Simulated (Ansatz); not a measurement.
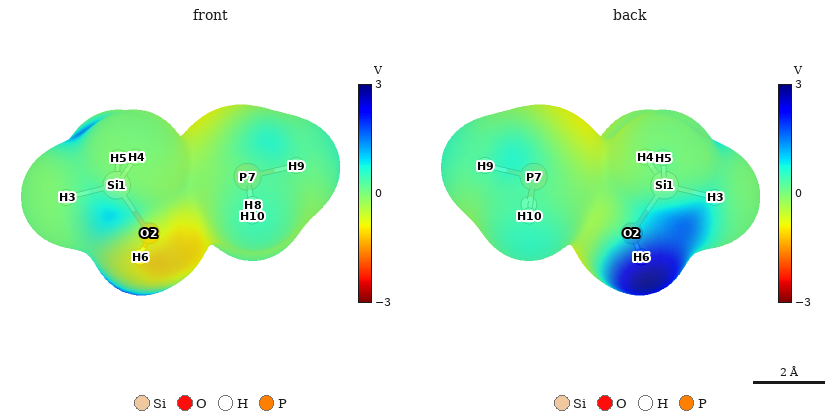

H4OSi···PH3 (SMILES [SiH3]O.P). The molecular electrostatic potential painted on the density surface at 0.002 e/bohr³, seen from the front and from behind; the colour scale runs from red (negative) to blue (positive).

Geometry: PBE0-D4/def2-TZVP.

The calculation used RKS PBE0-D4/def2-TZVPPD in Ansatz 0.2.0.

The calculation's input:

```
crystal:
  periodic: [false, false, false]
  atoms:
    - {symbol: Si, position_ang: [0.264992, 0.320997, -1.717624]}
    - {symbol: O, position_ang: [-1.091345, 0.070967, -0.806896]}
    - {symbol: H, position_ang: [-0.098028, 0.604377, -3.134550]}
    - {symbol: H, position_ang: [0.944797, 1.495489, -1.128539]}
    - {symbol: H, position_ang: [1.168661, -0.859866, -1.701767]}
    - {symbol: H, position_ang: [-1.691878, -0.618078, -1.093231]}
    - {symbol: P, position_ang: [0.527501, -0.261145, 1.984015]}
    - {symbol: H, position_ang: [-0.373606, 0.820076, 2.150902]}
    - {symbol: H, position_ang: [0.842294, -0.331674, 3.368189]}
    - {symbol: H, position_ang: [-0.493387, -1.241042, 2.079502]}
basis:
  gaussian: {orbitals: "def2-TZVPPD.json"}
hamiltonian: {xc: pbe0, dispersion: d4}
output: {orbitals: {seedname: orbitals}}
```

Launched as:

```sh
ansatz run in.yaml --threads 4 --pin off --events-out ev --progress --plain --max-ram 9574MiB
```

Q: Which sites attract a positive test charge, and which a negative one?

A: A positive charge is drawn to the negative regions and a negative charge to the positive ones. The most negative region (about −1.1 V) lies over O2, the most positive (about +2.7 V) over H6. O2 is the likeliest acceptor of a hydrogen bond.
